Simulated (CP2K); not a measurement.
**CHCl2F (dichlorofluoromethane) at 4 levels**

Wanted: a comparison of 4 runs (HF/STO-3G, B3LYP/6-31G*, AM1, GFN1-xTB) of CHCl2F (dichlorofluoromethane). 

Program for the calculation: CP2K 2026.2.

6 further runs of the same task are left out: 3 that didn't finish, 3 set aside as unsound or not needed.

### 1 Starting point

CHCl2F: 5 atoms, total charge 0, spin state singlet. SMILES: `FC(Cl)Cl`. The F1–C2 distance was set to 2.011 Å, away from the relaxed value. At this shape a bond of the SMILES string is far longer than usual.

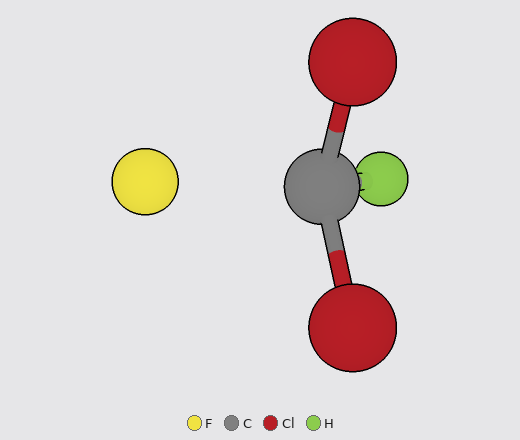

The structure, seen from a chosen angle (fluorine yellow, carbon grey, chlorine red, hydrogen green).

### 2 A single-point energy at HF/STO-3G (run 1)

calc.inp reads:

```
&GLOBAL
  PROJECT calc
  RUN_TYPE ENERGY
  PRINT_LEVEL MEDIUM
&END

&FORCE_EVAL
  METHOD QUICKSTEP
  &DFT
    BASIS_SET_FILE_NAME ./sto_3g.basis
    POTENTIAL_FILE_NAME POTENTIAL
    &QS
      METHOD GAPW
      EPS_DEFAULT 1.0E-10
    &END
    &MGRID
      CUTOFF 280
      REL_CUTOFF 50
      NGRIDS 4
    &END
    &POISSON
      PERIODIC NONE
      POISSON_SOLVER MULTIPOLE
    &END
    &SCF
      SCF_GUESS ATOMIC
      EPS_SCF 1.0E-07
      MAX_SCF 80
      ADDED_MOS 3
      &DIAGONALIZATION
        ALGORITHM STANDARD
      &END
      &MIXING
        METHOD DIRECT_P_MIXING
        ALPHA 0.4
      &END
    &END
    &XC
      &XC_FUNCTIONAL NONE
      &END
      &HF
        FRACTION 1
        &SCREENING
          EPS_SCHWARZ 1.0E-10
        &END
        &MEMORY
          MAX_MEMORY 1050
        &END
      &END
    &END
    &PRINT
      &MOMENTS
        PERIODIC F
        REFERENCE COM
        MAX_MOMENT 1
      &END
      &MO ON
        ENERGIES T
        OCCUPATION_NUMBERS T
        NDIGITS 6
        &EACH
          QS_SCF 0
        &END
        ADD_LAST NUMERIC
      &END
      &LOWDIN ON
      &END
      &HIRSHFELD OFF
      &END
      &MO_MOLDEN ON
        NDIGITS 8
      &END
    &END
  &END
  &SUBSYS
    &CELL
      ABC 9.6 9 10
      PERIODIC NONE
    &END
    &COORD
      F     -0.889116     0.149051     1.830283
      C      0.006400     0.099400     0.030700
      Cl     1.459900    -0.886800     0.126900
      Cl    -1.120400    -0.525200    -1.167100
      H      0.294600     1.106400    -0.262500
    &END
    &TOPOLOGY
      &CENTER_COORDINATES
      &END
    &END
    &KIND F
      BASIS_SET STO-3G
      POTENTIAL ALL
      LEBEDEV_GRID 194
      RADIAL_GRID 100
    &END
    &KIND C
      BASIS_SET STO-3G
      POTENTIAL ALL
      LEBEDEV_GRID 194
      RADIAL_GRID 100
    &END
    &KIND Cl
      BASIS_SET STO-3G
      POTENTIAL ALL
      LEBEDEV_GRID 194
      RADIAL_GRID 100
    &END
    &KIND H
      BASIS_SET STO-3G
      POTENTIAL ALL
      LEBEDEV_GRID 194
      RADIAL_GRID 100
    &END
  &END
&END
```

The run is started by

```sh
OMP_NUM_THREADS=1 cp2k.psmp calc.inp > calc.out
```

Log:

```text
CP2K| version string:                                       CP2K version 2026.2
[...]
 GLOBAL| Method name                                                        CP2K
[...]
 GLOBAL| Run type                                                         ENERGY
[...]
 DFT| Spin restricted Kohn-Sham (RKS) calculation                            RKS
 DFT| Multiplicity                                                             1
[...]
 DFT| Charge                                                                   0
[...]
 QS| Method:                                                                GAPW
[...]
 QS| Density cutoff [a.u.]:                                                140.0
[...]
 QS| Relative density cutoff [a.u.]:                                        25.0
[...]
                             - Atoms:                                          5
[...]
                             - Spherical basis functions:                     29
[...]
 Number of electrons:                                                         50
[...]
     1 P_Mix/Diag. 0.40E+00    0.9     1.14119292     -1044.5337897762 -1.04E+03
[...]
    19 DIIS/Diag.  0.20E-06    0.3     0.00000007     -1044.9885555123  0.00E+00
  *** SCF run converged in    19 steps ***
[...]
  Overlap energy of the core charge distribution:               0.00000097205149
  Self energy of the core charge distribution:               -532.77146305613724
  Core Hamiltonian energy:                                   -530.08651515594602
  Hartree energy:                                             135.37790410010535
  Exchange-correlation energy:                                  0.00000000000000
  Hartree-Fock Exchange energy:                               -70.68958189933944
[...]
                     Mulliken Population Analysis
 #  Atom  Element  Kind  Atomic population                           Net charge
       1     F        1          9.019962                             -0.019962
       2     C        2          5.947770                              0.052230
       3     Cl       3         17.082455                             -0.082455
       4     Cl       3         17.082932                             -0.082932
       5     H        4          0.866881                              0.133119
 # Total charge                             50.000000                 -0.000000
[...]
  Dipole moment [Debye]
    X=  0.1854211E+00 Y=  0.1586395E+01 Z=  0.8080826E-01  Total=      1.5992375
 ENERGY| Total FORCE_EVAL ( QS ) energy [hartree]          -1044.988555512303265
[...]
```

Run time: 7.5 s. Hardware: 1 thread of Intel Xeon Platinum 8488C (Sapphire Rapids), shared host; peak memory 0.53 GiB.

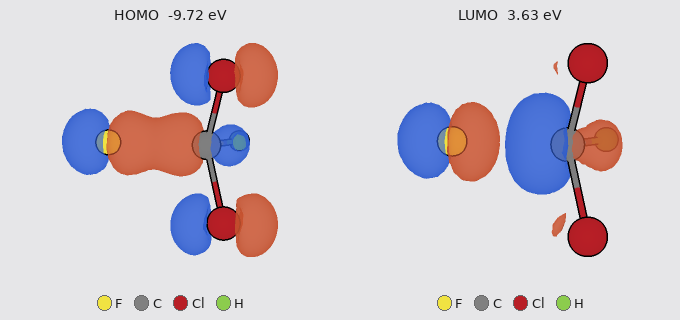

Frontier orbitals of this run, surfaces at ±0.2 Å^-3/2.

### 3 The energy at B3LYP/6-31G(d) (spherical functions) (run 2)

molecule.xyz reads:

```xyz
5

F     -0.889116     0.149051     1.830283
C      0.006400     0.099400     0.030700
Cl     1.459900    -0.886800     0.126900
Cl    -1.120400    -0.525200    -1.167100
H      0.294600     1.106400    -0.262500
```

run.inp reads:

```
&GLOBAL
    PROJECT_NAME run
    RUN_TYPE ENERGY
    PRINT_LEVEL MEDIUM
&END
&FORCE_EVAL
    METHOD Quickstep
    &DFT
        BASIS_SET_FILE_NAME ./6_31gs.basis
        POTENTIAL_FILE_NAME POTENTIAL
        ! Quickstep
        &QS
            METHOD GAPW
            EPS_DEFAULT 1.0E-10
        &END
        ! real-space grids
        &MGRID
            CUTOFF 280
            REL_CUTOFF 50
            NGRIDS 4
        &END
        ! no periodic images
        &POISSON
            PERIODIC NONE
            POISSON_SOLVER MULTIPOLE
        &END
        ! SCF settings
        &SCF
            SCF_GUESS ATOMIC
            EPS_SCF 1.0E-06
            MAX_SCF 40
            &OT
                MINIMIZER CG
                PRECONDITIONER FULL_SINGLE_INVERSE
                LINESEARCH 3PNT
            &END
            &OUTER_SCF
                EPS_SCF 1.0E-06
                MAX_SCF 10
            &END
        &END
        &XC
            &XC_FUNCTIONAL
                &HYB_GGA_XC_B3LYP
                &END
            &END
            ! exact exchange
            &HF
                FRACTION 0.2
                &SCREENING
                    EPS_SCHWARZ 1.0E-10
                &END
                &MEMORY
                    MAX_MEMORY 1050
                &END
            &END
        &END
        ! extra output
        &PRINT
            &MOMENTS
                PERIODIC F
                REFERENCE COM
                MAX_MOMENT 1
            &END
            &MO_CUBES
                NLUMO 3
                NHOMO -1
                WRITE_CUBE F
            &END
            &LOWDIN ON
            &END
            &HIRSHFELD OFF
            &END
            &MO_MOLDEN ON
                NDIGITS 8
                NLUMO 3
            &END
        &END
    &END
    ! structure
    &SUBSYS
        &CELL
            ABC 9.6 9 10
            PERIODIC NONE
        &END
        &TOPOLOGY
            COORD_FILE_NAME molecule.xyz
            COORD_FILE_FORMAT XYZ
            &CENTER_COORDINATES
            &END
        &END
        &KIND F
            BASIS_SET 6-31Gs
            POTENTIAL ALL
            LEBEDEV_GRID 194
            RADIAL_GRID 100
        &END
        &KIND C
            BASIS_SET 6-31Gs
            POTENTIAL ALL
            LEBEDEV_GRID 194
            RADIAL_GRID 100
        &END
        &KIND Cl
            BASIS_SET 6-31Gs
            POTENTIAL ALL
            LEBEDEV_GRID 194
            RADIAL_GRID 100
        &END
        &KIND H
            BASIS_SET 6-31Gs
            POTENTIAL ALL
            LEBEDEV_GRID 194
            RADIAL_GRID 100
        &END
    &END
&END
```

The run is started by

```sh
OMP_NUM_THREADS=1 cp2k.psmp -i run.inp -o run.out
```

Log:

```text
CP2K| version string:                                       CP2K version 2026.2
[...]
 GLOBAL| Method name                                                        CP2K
[...]
 GLOBAL| Run type                                                         ENERGY
[...]
 DFT| Spin restricted Kohn-Sham (RKS) calculation                            RKS
 DFT| Multiplicity                                                             1
[...]
 DFT| Charge                                                                   0
[...]
 FUNCTIONAL| HYB_GGA_XC_B3LYP:
[...]
 QS| Method:                                                                GAPW
[...]
 QS| Density cutoff [a.u.]:                                                140.0
[...]
 QS| Relative density cutoff [a.u.]:                                        25.0
[...]
                             - Atoms:                                          5
[...]
                             - Spherical basis functions:                     66
[...]
 Number of electrons:                                                         50
[...]
     1 OT CG       0.64E-01    4.4     1.12991072     -1008.4727400959 -1.01E+03
[...]
    22 OT CG       0.15E-02    1.3     0.00000099     -1058.8143736752 -3.18E-12
  *** SCF run converged in    22 steps ***
[...]
  Overlap energy of the core charge distribution:               0.00000097205149
  Self energy of the core charge distribution:               -532.77146305613724
  Core Hamiltonian energy:                                   -543.11343956913129
  Hartree energy:                                             125.03313898586013
  Exchange-correlation energy:                                -10.42290545806869
  Hartree-Fock Exchange energy:                               -14.09999408015369
[...]
                     Mulliken Population Analysis
 #  Atom  Element  Kind  Atomic population                           Net charge
       1     F        1          9.323238                             -0.323238
       2     C        2          6.134668                             -0.134668
       3     Cl       3         16.903818                              0.096182
       4     Cl       3         16.904107                              0.095893
       5     H        4          0.734169                              0.265831
 # Total charge                             50.000000                  0.000000
[...]
  Dipole moment [Debye]
    X=  0.1515695E+01 Y=  0.6400957E+00 Z= -0.2829834E+01  Total=      3.2733801
[...]
 HOMO - LUMO gap [eV] :    5.189623
 ENERGY| Total FORCE_EVAL ( QS ) energy [hartree]          -1058.814373675183106
[...]
```

Run time: 7.7 min. Hardware: 1 thread of Intel Xeon Platinum 8488C (Sapphire Rapids), shared host; peak memory 0.59 GiB.

### 4 The energy at AM1 (run 3)

mol.inp reads:

```
&FORCE_EVAL
 METHOD QS
 &DFT
  CHARGE 0
  MULTIPLICITY 1
  &QS
   METHOD AM1
   EPS_DEFAULT 1.0E-10
   &SE
    &COULOMB
     CUTOFF [angstrom] 50
     RC_RANGE [angstrom] 0
    &END COULOMB
    &EXCHANGE
     CUTOFF [angstrom] 50
     RC_RANGE [angstrom] 0
    &END EXCHANGE
   &END SE
  &END QS
  &POISSON
   PERIODIC NONE
   POISSON_SOLVER ANALYTIC
  &END POISSON
  &SCF
   SCF_GUESS ATOMIC
   EPS_SCF 1.0E-06
   MAX_SCF 80
   ADDED_MOS 8
   &DIAGONALIZATION
    ALGORITHM STANDARD
   &END DIAGONALIZATION
   &MIXING
    METHOD DIRECT_P_MIXING
    ALPHA 0.4
   &END MIXING
  &END SCF
  &PRINT
   &MOMENTS
    PERIODIC F
    REFERENCE COM
    MAX_MOMENT 1
   &END MOMENTS
   &MO ON
    ENERGIES T
    OCCUPATION_NUMBERS T
    NDIGITS 6
    &EACH
     QS_SCF 0
    &END EACH
    ADD_LAST NUMERIC
   &END MO
   &HIRSHFELD OFF
   &END HIRSHFELD
  &END PRINT
 &END DFT
 &SUBSYS
  &CELL
   ABC [angstrom] 14.6 14 15
   PERIODIC NONE
  &END CELL
  &COORD
   F     -0.889116     0.149051     1.830283
   C      0.006400     0.099400     0.030700
   Cl     1.459900    -0.886800     0.126900
   Cl    -1.120400    -0.525200    -1.167100
   H      0.294600     1.106400    -0.262500
  &END COORD
  &TOPOLOGY
   &CENTER_COORDINATES
   &END CENTER_COORDINATES
  &END TOPOLOGY
 &END SUBSYS
&END FORCE_EVAL
&GLOBAL
 PROJECT_NAME mol
 RUN_TYPE ENERGY
 PRINT_LEVEL MEDIUM
&END GLOBAL
```

The run is started by

```sh
OMP_NUM_THREADS=1 cp2k.psmp -i mol.inp -o mol.out
```

Log:

```text
CP2K| version string:                                       CP2K version 2026.2
[...]
 GLOBAL| Method name                                                        CP2K
[...]
 GLOBAL| Run type                                                         ENERGY
[...]
 *** WARNING in qs_environment.F:2210 :: More added MOs requested than     ***
 *** available. The full set of unoccupied MOs will be used. Use           ***
 *** 'ADDED_MOS -1' to always use all available MOs and to get rid of this ***
[...]
                             - Atoms:                                          5
[...]
                             - Spherical basis functions:                     17
[...]
 Number of electrons:                                                         26
[...]
     1 P_Mix/Diag. 0.40E+00    0.0     0.75377793       -47.2903381956 -4.73E+01
[...]
    22 DIIS/Diag.  0.12E-06    0.0     0.00000051       -50.3682137431 -8.88E-13
  *** SCF run converged in    22 steps ***
  Core-core repulsion energy [eV]:                           1407.17066983945574
  Core Hamiltonian energy [eV]:                             -2254.92832674392002
  Two-electron integral energy [eV]:                        -1045.66228285388820
  Electronic energy [eV]:                                   -2777.75946817086378
  Total energy [eV]:                                        -1370.58879833140850
  Atomic reference energy [eV]:                              1371.90291199518856
  Heat of formation [kcal/mol]:                                30.30418340115043
[...]
 SE_DIPOLE| Moment [Debye]         -1.27662928      -0.84400199       2.30980933
 SE_DIPOLE| Derivative [a.u.]       0.00000000       0.00000000       0.00000000
 ENERGY| Total FORCE_EVAL ( QS ) energy [hartree]            -50.368213743057375
[...]
```

Wall time 0.89 s (1 thread of Intel Xeon Platinum 8488C (Sapphire Rapids), shared host); peak memory 0.25 GiB.

### 5 The energy at GFN1-xTB (run 4)

gas.inp reads:

```
&GLOBAL
    PROJECT gas
    RUN_TYPE ENERGY
    PRINT_LEVEL MEDIUM
&END GLOBAL

&FORCE_EVAL
    METHOD QS
    &DFT
        # Quickstep
        &QS
            METHOD XTB
            EPS_DEFAULT 1.0E-10
            &XTB
                GFN_TYPE 1
                CHECK_ATOMIC_CHARGES F
            &END XTB
        &END QS
        # no periodic images
        &POISSON
            PERIODIC NONE
            POISSON_SOLVER ANALYTIC
        &END POISSON
        # SCF settings
        &SCF
            SCF_GUESS ATOMIC
            EPS_SCF 1.0E-06
            MAX_SCF 40
            &OT
                MINIMIZER DIIS
                PRECONDITIONER FULL_ALL
            &END OT
            &OUTER_SCF
                EPS_SCF 1.0E-06
                MAX_SCF 10
            &END OUTER_SCF
        &END SCF
        &PRINT
            &MOMENTS
                PERIODIC F
                REFERENCE COM
                MAX_MOMENT 1
            &END MOMENTS
            &MO_CUBES
                NLUMO 3
                NHOMO -1
                WRITE_CUBE F
            &END MO_CUBES
            &HIRSHFELD OFF
            &END HIRSHFELD
        &END PRINT
    &END DFT
    &SUBSYS
        &CELL
            ABC 14.6 14 15
            PERIODIC NONE
        &END CELL
        &COORD
            F      6.241134     7.039251     8.998692
            C      7.136650     6.989600     7.199108
            Cl     8.590150     6.003400     7.295308
            Cl     6.009850     6.365000     6.001308
            H      7.424850     7.996600     6.905908
        &END COORD
    &END SUBSYS
&END FORCE_EVAL
```

The run is started by

```sh
OMP_NUM_THREADS=1 cp2k.psmp gas.inp > gas.out
```

Log:

```text
CP2K| version string:                                       CP2K version 2026.2
[...]
 GLOBAL| Method name                                                        CP2K
[...]
 GLOBAL| Run type                                                         ENERGY
[...]
                             - Atoms:                                          5
[...]
                             - Spherical basis functions:                     28
[...]
 Number of electrons:                                                         26
[...]
     1 OT DIIS     0.15E+00    0.0     0.15803041       -15.9963783077 -1.60E+01
[...]
    19 OT DIIS     0.15E+00    0.0     0.00000093       -16.1994657696 -6.19E-11
  *** SCF run converged in    19 steps ***
[...]
 TB_DIPOLE| Moment [Debye]          1.74706687       0.10035657      -3.45568501
 TB_DIPOLE| Derivative [a.u.]       0.00000000       0.00000000       0.00000000
[...]
 ENERGY| Total FORCE_EVAL ( QS ) energy [hartree]            -16.199465769599964
[...]
```

Wall time 1 s (1 thread of Intel Xeon Platinum 8488C (Sapphire Rapids), shared host); peak memory 0.25 GiB.

### 6 All runs side by side

| run | level | SCF convergence threshold | iteration cap | energy (Eh) | dipole moment (D) | HOMO energy (eV) | LUMO energy (eV) | wall time |
| --- | --- | --- | --- | --- | --- | --- | --- | --- |
| 1 | HF/STO-3G | 1e-07 | 80 | -1044.988556 | 1.60 | -9.72 | 3.63 | 7.5 s |
| 2 | B3LYP/6-31G* (spherical functions) | 1e-06 | 40 | -1058.814374 | 3.27 | -8.75 | -3.56 | 7.7 min |
| 3 | AM1 | 1e-06 | 80 | -50.368214 | 2.77 | -11.91 | -1.60 | 0.89 s |
| 4 | GFN1-xTB | 1e-06 | 40 | -16.199466 | 3.87 | -12.79 | – | 1 s |

### 7 What came out

| quantity | value |
| --- | --- |
| run 4: total energy | -16.19947 Eh |
| run 4: dipole moment (from atomic charges alone) | 3.87 D |
| run 4: HOMO energy | -12.79 eV |
| run 4: dispersion energy | -4.14 kJ/mol |

The dipole moment (its size) runs from 1.60 D (HF/STO-3G) to 3.87 D (GFN1-xTB). The two ends differ in method and basis and Hamiltonian. Some of these are taken from atomic charges alone. Over runs 1, 2, 3 the HOMO–LUMO gap runs from 5.19 eV (B3LYP/6-31G*) to 13.35 eV (HF/STO-3G). The two ends differ in method and basis. In run 1 the basis is minimal, so the values are rough. Force-field and semi-empirical energies have zeros of their own, so their totals don't compare. All runs together took 7.9 min, the longest 7.7 min.
